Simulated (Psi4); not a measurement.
# BH3 (borane): B2PLYP/def2-TZVPPD (density fitting for correlation)

Aim: the vertical electron affinity of BH3 (borane) at B2PLYP/def2-TZVPPD (density fitting for correlation), from 2 runs. The job is set up through a Python script.

The calculation is run with Psi4 1.11.

2 further runs of the same task are left out: 2 set aside as unsound or not needed.

## Step 1: Starting point

BH3: 4 atoms, total charge 0, spin state singlet. As SMILES, `B`. The coordinates come from a PBE0-D4/def2-TZVP relaxation.

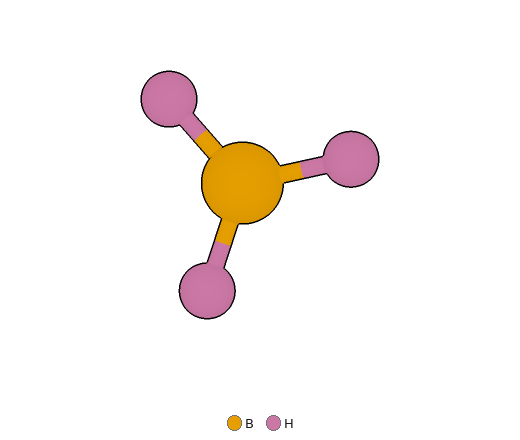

The structure, seen from a chosen angle (boron amber, hydrogen pink).

## Step 2: A single-point energy at B2PLYP/def2-TZVPPD (density fitting for correlation)

File bh3.xyz:

```xyz
4
BH3
B      0.013900    -0.015100    -0.005100
H      0.982200     0.381700     0.568800
H     -0.276200    -1.171800     0.043000
H     -0.664400     0.744900    -0.626900
```

File job.py:

```python
import psi4

psi4.set_memory('1600 MB')
psi4.set_num_threads(1)
psi4.set_output_file('run.log', False)

with open('bh3.xyz') as f:
    atoms = ''.join(f.readlines()[2:])
m = psi4.geometry('0 1\n' + atoms + 'symmetry c1')

options = {'basis': 'def2-TZVPPD', 'puream': True, 'e_convergence': 1e-09, 'd_convergence': 1e-08, 'scf_type': 'pk', 'dft_radial_points': 99, 'dft_spherical_points': 590, 'num_frozen_docc': 1}
psi4.set_options(options)

energy_value = psi4.energy("B2PLYP")
print('E =', round(energy_value, 9))
for k, v in sorted(psi4.core.scalar_variables().items()):
    print(f'{k:45s} {v:18.10f}')
```

Started as:

```console
python job.py
```

run.log:

```text
[...]
  Running in c1 symmetry.
[...]
  Nuclear repulsion =    7.418838234776623
[...]
  Multiplicity = 1
[...]
  Nalpha       = 4
  Nbeta        = 4
[...]
    Number of basis functions: 88
[...]
   @RKS iter   1:   -26.52382611275519   -6.08179e-01   1.96682e-03 DIIS/ADIIS
[...]
   @RKS iter   7:   -26.54408005564949   -4.66471e-12   1.56092e-09 DIIS
[...]
    Orbital Energies [Eh]
    ---------------------
    Doubly Occupied:
       1A     -7.120057     2A     -0.595212     3A     -0.415716
       4A     -0.415706
[...]
  @RKS Final Energy:   -26.54408005564949
   => Energetics <=
    Nuclear Repulsion Energy =              7.4188382347766231
    One-Electron Energy =                 -49.0606163731702196
    Two-Electron Energy =                  17.5564893761039933
    DFT Exchange-Correlation Energy =      -2.4587912933598908
    Empirical Dispersion Energy =           0.0000000000000000
    VV10 Nonlocal Energy =                  0.0000000000000000
    Total Energy =                        -26.5440800556494949
[...]
 Multipole Moments:
 ------------------------------------------------------------------------------------
     Multipole            Electronic (a.u.)      Nuclear  (a.u.)        Total (a.u.)
 ------------------------------------------------------------------------------------
 L = 1.  Multiply by 2.5417464519 to convert [e a0] to [Debye]
 Dipole X            :          0.0001055           -0.0000804            0.0000251
 Dipole Y            :         -0.0000931            0.0000804           -0.0000127
 Dipole Z            :         -0.0002253            0.0001608           -0.0000645
 Magnitude           :                                                    0.0000704
[...]
```

The script printed:

```text
E = -26.581023817
B2PLYP DOUBLE-HYBRID CORRECTION ENERGY             -0.0369437612
B2PLYP TOTAL ENERGY                               -26.5810238168
CURRENT ENERGY                                    -26.5810238168
CURRENT REFERENCE ENERGY                          -26.5440800556
DD SOLVATION ENERGY                                 0.0000000000
DFT FUNCTIONAL TOTAL ENERGY                       -26.5440800556
DFT TOTAL ENERGY                                  -26.5810238168
DFT VV10 ENERGY                                     0.0000000000
DFT XC ENERGY                                      -2.4587912934
DOUBLE-HYBRID CORRECTION ENERGY                    -0.0369437612
GRID ELECTRONS ALPHA                                3.9999999977
GRID ELECTRONS BETA                                 3.9999999977
GRID ELECTRONS TOTAL                                7.9999999955
NUCLEAR REPULSION ENERGY                            7.4188382348
ONE-ELECTRON ENERGY                               -49.0606163732
PCM POLARIZATION ENERGY                             0.0000000000
PE ENERGY                                           0.0000000000
SCF ITERATION ENERGY                              -26.5440800556
SCF ITERATIONS                                      7.0000000000
SCF TOTAL ENERGY                                  -26.5440800556
TWO-ELECTRON ENERGY                                17.5564893761
XC GRID RADIAL POINTS                              99.0000000000
XC GRID SPHERICAL POINTS                          590.0000000000
XC GRID TOTAL POINTS                           227306.0000000000
```

Run time: 4.5 s. Hardware: 1 thread of Intel Xeon 6975P-C (Granite Rapids), shared host; peak memory 0.9 GiB.

## Step 3: The doublet anion

File job.py:

```python
import psi4

psi4.set_memory(1600000000)
psi4.set_num_threads(1)
psi4.core.set_output_file('output.dat', False)

mol = psi4.geometry("""
-1 2
B      0.02626719    -0.02853486    -0.00963760
H      1.85608900     0.72130846     1.07487622
H     -0.52194236    -2.21438107     0.08125822
H     -1.25553404     1.40765699    -1.18466931
units au
symmetry c1
""")

psi4.set_options({
    'basis': 'def2-TZVPPD',
    'reference': 'uks',
    'puream': True,
    'e_convergence': 1e-09,
    'd_convergence': 1e-08,
    'scf_type': 'pk',
    'dft_radial_points': 99,
    'dft_spherical_points': 590,
    'num_frozen_docc': 1,
    'maxiter': 100,
})

E, wfn = psi4.energy("b2plyp", return_wfn=True)
print(f'b2plyp energy: {E:.10f} Eh')
```

Started as:

```console
python job.py
```

output.dat:

```text
[...]
  Running in c1 symmetry.
[...]
  Nuclear repulsion =    7.418838237178044
[...]
  Multiplicity = 2
[...]
  Nalpha       = 5
  Nbeta        = 4
[...]
    Number of basis functions: 88
[...]
   @UKS iter   1:   -26.37633017860421   -4.60683e-01   4.88827e-03 DIIS/ADIIS
[...]
   @UKS iter  12:   -26.52570522555356   -6.41798e-11   4.45184e-09 DIIS
[...]
   @S^2 Observed:                7.541358920E-01
[...]
    Orbital Energies [Eh]
    ---------------------
    Alpha Occupied:
       1A     -6.815925     2A     -0.337297     3A     -0.148560
       4A     -0.148551     5A      0.060035
    Alpha Virtual:
       6A      0.162137     7A      0.267481     8A      0.267482
       9A      0.277231    10A      0.277232    11A      0.293483
      12A      0.302568    13A      0.302570    14A      0.344063
      15A      0.363564    16A      0.455745    17A      0.473722
      18A      0.473725    19A      0.488525    20A      0.508674
      21A      0.508676    22A      0.511468    23A      0.511470
      24A      0.544924    25A      0.602347    26A      0.627162
[...]
  @UKS Final Energy:   -26.52570522555356
   => Energetics <=
    Nuclear Repulsion Energy =              7.4188382371780444
    One-Electron Energy =                 -51.2556958172123842
    Two-Electron Energy =                  19.8604934806293798
    DFT Exchange-Correlation Energy =      -2.5493411261486005
    Empirical Dispersion Energy =           0.0000000000000000
    VV10 Nonlocal Energy =                  0.0000000000000000
    Total Energy =                        -26.5257052255535619
[...]
 Multipole Moments:
 ------------------------------------------------------------------------------------
     Multipole            Electronic (a.u.)      Nuclear  (a.u.)        Total (a.u.)
 ------------------------------------------------------------------------------------
 L = 1.  Multiply by 2.5417464519 to convert [e a0] to [Debye]
 Dipole X            :         -0.0000817           -0.0000804           -0.0001621
 Dipole Y            :         -0.0000321            0.0000804            0.0000483
 Dipole Z            :          0.0000372            0.0001608            0.0001980
 Magnitude           :                                                    0.0002604
[...]
```

Standard output:

```text
b2plyp energy: -26.5707250789 Eh
```

Run time: 9 s. Hardware: 1 thread of Intel Xeon 6975P-C (Granite Rapids), shared host; peak memory 0.9 GiB.

## Step 4: What came out

At B2PLYP/def2-TZVPPD (density fitting for correlation), 1 core orbital frozen:

| quantity | value |
| --- | --- |
| singlet BH3: total energy | -26.58102 Eh |
| singlet BH3: HOMO energy (SCF part's orbitals) | -11.31 eV |
| singlet BH3: LUMO energy (SCF part's orbitals) | -0.61 eV |
| singlet BH3: HOMO–LUMO gap (SCF part's orbitals) | 10.70 eV |
| doublet anion: total energy | -26.57073 Eh |
| doublet anion: HOMO energy (SCF part's orbitals) (highest over α and β) | 1.63 eV |
| doublet anion: LUMO energy (SCF part's orbitals) (lowest over α and β) | 4.41 eV |
| doublet anion: ⟨S²⟩ | 0.754 |
| vertical electron affinity (to the doublet anion) | -0.280 eV |

The anion lies 0.28 eV (27.0 kJ/mol) above the neutral: the electron isn't bound at this level, and such a value depends on the basis. The HOMO (doublet anion) lies at positive energy, 1.63 eV; only total energies tell whether the electron is bound.
